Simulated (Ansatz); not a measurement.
# C2H11AlClNSi: basis-set convergence

Aim: see how fast density functionals converge with the basis set for C2H11AlClNSi.

Program: Ansatz 0.2.0, Gaussian basis. Level of theory: one geometry, several basis sets. These are calculated values, not measurements.

Levels to be run: PBE0-D4/def2-SVP; ωB97M-V/def2-SVP; PBE0-D4/def2-QZVPP; ωB97M-V/def2-QZVPP; the functionals' def2-TZVPP values are taken from earlier runs.

1 further run of the same task is left out (it didn't finish). Runs told in other sessions of the task aren't counted.

## Step 1: The relaxed structure

The geometry comes from an earlier relaxation with PBE0-D4 in a triple-zeta def2 set; it is a stationary point, not always the lowest conformer.

17 atoms, charge 0, spin multiplicity 1.

Atoms are counted from 1 here; the program's logs count them from 0.

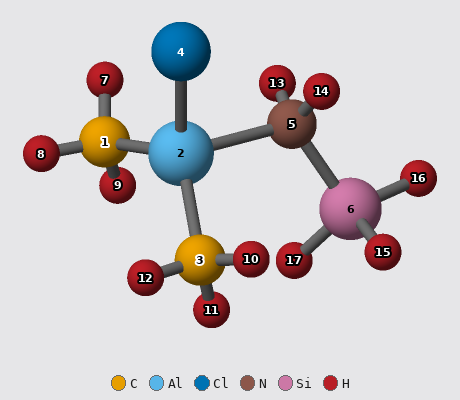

The structure; colours as in the key; atoms are numbered from 1 in the order of the file.

## Step 2: PBE0-D4 in def2-SVP

Contents of in.yaml:

```yaml
crystal:
  periodic: [false, false, false]
  atoms:
    - {symbol: C, position_ang: [-0.698309, -0.751422, 2.044515]}
    - {symbol: Al, position_ang: [0.708727, -0.383807, 0.728927]}
    - {symbol: C, position_ang: [0.978594, -1.553779, -0.823563]}
    - {symbol: Cl, position_ang: [2.550230, 0.395012, 1.561131]}
    - {symbol: N, position_ang: [0.078329, 1.409524, -0.082412]}
    - {symbol: Si, position_ang: [-0.898526, 1.285914, -1.572695]}
    - {symbol: H, position_ang: [-0.792081, 0.041100, 2.794588]}
    - {symbol: H, position_ang: [-0.488208, -1.674532, 2.594176]}
    - {symbol: H, position_ang: [-1.680219, -0.884335, 1.575753]}
    - {symbol: H, position_ang: [1.685472, -1.144344, -1.551710]}
    - {symbol: H, position_ang: [0.052829, -1.798205, -1.356000]}
    - {symbol: H, position_ang: [1.399209, -2.507050, -0.485012]}
    - {symbol: H, position_ang: [-0.416942, 1.875704, 0.673845]}
    - {symbol: H, position_ang: [0.944400, 1.927615, -0.217007]}
    - {symbol: H, position_ang: [0.021252, 0.883402, -2.655146]}
    - {symbol: H, position_ang: [-1.515696, 2.601829, -1.872852]}
    - {symbol: H, position_ang: [-1.947961, 0.276972, -1.316339]}
basis:
  gaussian: {orbitals: def2-SVP}
hamiltonian: {xc: pbe0, dispersion: d4}
output: {orbitals: {seedname: orbitals}}
```

Launch:

```bash
$ ansatz run in.yaml --threads 4 --pin off --events-out ev --progress --plain --max-ram 11315MiB
```

Log:

```text
Functional definition: PBE0
  name "PBE0"
  cite "Adamo & Barone, J. Chem. Phys. 110, 6158 (1999) doi:10.1063/1.478522"
  cite "Perdew, Burke & Ernzerhof, Phys. Rev. Lett. 77, 3865 (1996) doi:10.1103/PhysRevLett.77.3865"
  parent pbe
  parameter a = 0.25
  parameter kappa = 0.804
  parameter beta = 0.06672455060314922
  exchange = (1 - a)*pbe_x(kappa = kappa, mu = beta*pi^2/3) + a*exact_x
  correlation = pbe_c(beta = beta)
1761 factors; their error is unknown
mean field evaluation 1: about -30706.1379 eV, gradient 7.2e1 eV
mean field evaluation 2: about -30701.5754 eV, gradient 8.1e1 eV
mean field evaluation 4: about -30717.9841 eV, gradient 3.2e0 eV
mean field evaluation 8: about -30718.0075 eV, gradient 2.7e-2 eV
mean field evaluation 16: about -30718.1949 eV, gradient 4.0e-5 eV
mean field -30718.19485134 eV, -1128.8728392464 hartree, gradient 4.0e-5 eV, S^2 0.000000; 0 other end points of the search recorded, 0 dependent functions left out
reference -30718.19488415 eV, -1128.8728404521 hartree; 37, 37 occupied and 114, 114 virtual orbitals, 1761 factors
Total energy: -30718.57857113 eV, -1128.8869406885 hartree
```

Run time: 2.6 s. Hardware: 4 threads of Arm Neoverse V2, shared host; peak memory 0.5 GiB.

## Step 3: ωB97M-V in def2-SVP

in.yaml: that of step 2 with these lines changed.

```diff
@@ -22,3 +22,3 @@
   gaussian: {orbitals: def2-SVP}
-hamiltonian: {xc: pbe0, dispersion: d4}
+hamiltonian: {xc: {name: wB97M-V}}
 output: {orbitals: {seedname: orbitals}}
```

Launched as before.

Log (excerpt; [...] marks lines left out):

```text
Functional definition: wB97M-V
  name "wB97M-V"
  cite "Mardirossian & Head-Gordon, J. Chem. Phys. 144, 214110 (2016) doi:10.1063/1.4952647"
  cite "Becke, J. Chem. Phys. 107, 8554 (1997) doi:10.1063/1.475007"
  cite "Vydrov & Van Voorhis, J. Chem. Phys. 133, 244103 (2010) doi:10.1063/1.3521275"
  # Of w^i u^j: cxij and so on, Table III.
[...]
  gx(w, u) = 1 - cx + cx01*u + cx10*w
  gss(w, u) = css00 + css04*u^4 + css10*w + css20*w^2 + css43*w^4*u^3
  gos(w, u) = cos00 + cos10*w + (cos20 + cos21*u)*w^2 + (cos60 + cos61*u)*w^6
[...]
      + integral(e_c_pw_mod_opposite_spin*gos(b97_w_opposite, b97_u_opposite)) + vv10(b, c)
1735 factors; their error is unknown
476 factors; integrals over basis functions are off by at most 7.4e-6 eV
[...]
mean field -30729.33088828 eV, -1129.2820810557 hartree, gradient 3.1e-5 eV, S^2 0.000000; 0 other end points of the search recorded, 0 dependent functions left out
reference -30729.33094163 eV, -1129.2820830163 hartree; 37, 37 occupied and 114, 114 virtual orbitals, 1735 factors
Total energy: -30729.33094163 eV, -1129.2820830163 hartree
```

Wall time 9.5 s (4 threads of Arm Neoverse V2, shared host); peak memory 0.67 GiB.

## Step 4: PBE0-D4 in def2-QZVPP

in.yaml: that of step 3 with these lines changed.

```diff
@@ -21,4 +21,4 @@
 basis:
-  gaussian: {orbitals: def2-SVP}
-hamiltonian: {xc: {name: wB97M-V}}
+  gaussian: {orbitals: "def2-QZVPP.json"}
+hamiltonian: {xc: pbe0, dispersion: d4}
 output: {orbitals: {seedname: orbitals}}
```

Same command.

Log:

```text
Functional definition: PBE0
  name "PBE0"
  cite "Adamo & Barone, J. Chem. Phys. 110, 6158 (1999) doi:10.1063/1.478522"
  cite "Perdew, Burke & Ernzerhof, Phys. Rev. Lett. 77, 3865 (1996) doi:10.1103/PhysRevLett.77.3865"
  parent pbe
  parameter a = 0.25
  parameter kappa = 0.804
  parameter beta = 0.06672455060314922
  exchange = (1 - a)*pbe_x(kappa = kappa, mu = beta*pi^2/3) + a*exact_x
  correlation = pbe_c(beta = beta)
2371 factors; their error is unknown
mean field evaluation 1: about -30715.8526 eV, gradient 9.0e1 eV
mean field evaluation 2: about -30705.4194 eV, gradient 1.1e2 eV
mean field evaluation 4: about -30732.8093 eV, gradient 6.2e0 eV
mean field evaluation 8: about -30732.8883 eV, gradient 7.9e-2 eV
mean field evaluation 16: about -30732.9110 eV, gradient 7.6e-5 eV
mean field -30732.91102807 eV, -1129.4136487664 hartree, gradient 7.6e-5 eV, S^2 0.000000; 0 other end points of the search recorded, 0 dependent functions left out
reference -30732.91107960 eV, -1129.4136506600 hartree; 37, 37 occupied and 674, 674 virtual orbitals, 2371 factors
Total energy: -30733.29476658 eV, -1129.4277508965 hartree
```

Run time: 28 s. Hardware: 4 threads of Arm Neoverse V2, shared host; peak memory 4.1 GiB.

## Step 5: ωB97M-V in def2-QZVPP

in.yaml: that of step 4 with these lines changed.

```diff
@@ -22,3 +22,3 @@
   gaussian: {orbitals: "def2-QZVPP.json"}
-hamiltonian: {xc: pbe0, dispersion: d4}
+hamiltonian: {xc: {name: wB97M-V}}
 output: {orbitals: {seedname: orbitals}}
```

Launched as before.

Log (excerpt; [...] marks lines left out):

```text
Functional definition: wB97M-V
  name "wB97M-V"
  cite "Mardirossian & Head-Gordon, J. Chem. Phys. 144, 214110 (2016) doi:10.1063/1.4952647"
  cite "Becke, J. Chem. Phys. 107, 8554 (1997) doi:10.1063/1.475007"
  cite "Vydrov & Van Voorhis, J. Chem. Phys. 133, 244103 (2010) doi:10.1063/1.3521275"
  # Of w^i u^j: cxij and so on, Table III.
[...]
  gx(w, u) = 1 - cx + cx01*u + cx10*w
  gss(w, u) = css00 + css04*u^4 + css10*w + css20*w^2 + css43*w^4*u^3
  gos(w, u) = cos00 + cos10*w + (cos20 + cos21*u)*w^2 + (cos60 + cos61*u)*w^6
[...]
      + integral(e_c_pw_mod_opposite_spin*gos(b97_w_opposite, b97_u_opposite)) + vv10(b, c)
2292 factors; their error is unknown
598 factors; integrals over basis functions are off by at most 8.2e-6 eV
[...]
mean field -30744.20696537 eV, -1129.8287668055 hartree, gradient 2.8e-5 eV, S^2 0.000000; 0 other end points of the search recorded, 0 dependent functions left out
reference -30744.20705023 eV, -1129.8287699239 hartree; 37, 37 occupied and 674, 674 virtual orbitals, 2292 factors
Total energy: -30744.20705023 eV, -1129.8287699239 hartree
```

Run time: 55 s. Hardware: 4 threads of Arm Neoverse V2, shared host; peak memory 4.9 GiB.

## Step 6: Functionals by basis

The def2-TZVPP values come from earlier runs at the same geometry.

| functional | basis | functions | energy (eV) | from the largest (eV) | HOMO (eV) | LUMO (eV) |
| --- | --- | --- | --- | --- | --- | --- |
| PBE0-D4 | def2-SVP | 151 | -30718.5786 | 14.716 | -7.04 | -0.31 |
| PBE0-D4 | def2-TZVPP | 373 | -30732.2165 | 1.078 | -7.17 | -0.73 |
| PBE0-D4 | def2-QZVPP | 711 | -30733.2948 | 0.000 | -7.20 | -0.88 |
| ωB97M-V | def2-SVP | 151 | -30729.3309 | 14.876 | -9.25 | 1.48 |
| ωB97M-V | def2-TZVPP | 373 | -30743.1859 | 1.021 | -9.40 | 0.85 |
| ωB97M-V | def2-QZVPP | 711 | -30744.2071 | 0.000 | -9.43 | 0.50 |

## Step 7: Summary of results

| quantity | value |
| --- | --- |
| PBE0-D4: double and triple zeta above quadruple | 14.72, 1.08 eV |
| ωB97M-V: double and triple zeta above quadruple | 14.88, 1.02 eV |

What this shows: For PBE0-D4 the step from double to triple zeta gains 13.64 eV and the next only 1.08 eV. Total energies overstate the basis error of differences, where much of it tends to cancel. The LUMO of ωB97M-V is positive and keeps falling with the basis (1.48 to 0.50 eV): an unbound level that the basis holds in place.

For PBE0-D4 the largest set took about 11 times as long as the smallest (28 s against 2.6 s).
